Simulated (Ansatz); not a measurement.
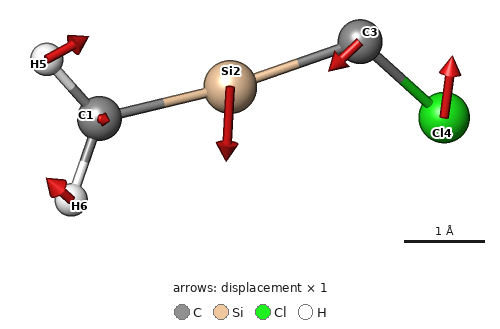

A relaxation of C2H2ClSi (multiplicity 2). The starting structure is drawn; red arrows show the displacements, at their true length. The two geometries are superimposed by the best rigid fit.

The picture is a ball-and-stick view, seen at a tilt.

The run prepares the start of a later molecular dynamics calculation, from a guessed geometry.

Method: UKS PBE-D4/STO-3G (Ansatz). Set-up: collinear spin; force threshold 0.02 eV/Å; at most 40 steps.

Question: What happened in the run?

Answer: The atom that moves furthest after the best rigid fit is Si2 (0.98 Å). By element the largest moves are Si 0.98 Å, Cl 0.81 Å, H 0.65 Å, C 0.55 Å. Near-neighbour distances that change, for instance: Si2–C3 1.770 → 1.708 Å, C3–Cl4 1.733 → 1.773 Å, C1–H5 1.079 → 1.101 Å. Bond angles that change, for instance: C1–Si2–C3 173.4° → 117.2°, Si2–C3–Cl4 121.1° → 140.5°. Over 9 accepted moves (12 points after the start) the energy falls by 28.4 kcal/mol. Largest force component: 3.8 eV/Å at the start, 0.014 eV/Å at the end. The line search rejected the trial steps at points 5, 10, 11 of the run.

Limits of the set-up: STO-3G is a minimal basis, so the numbers are rough.
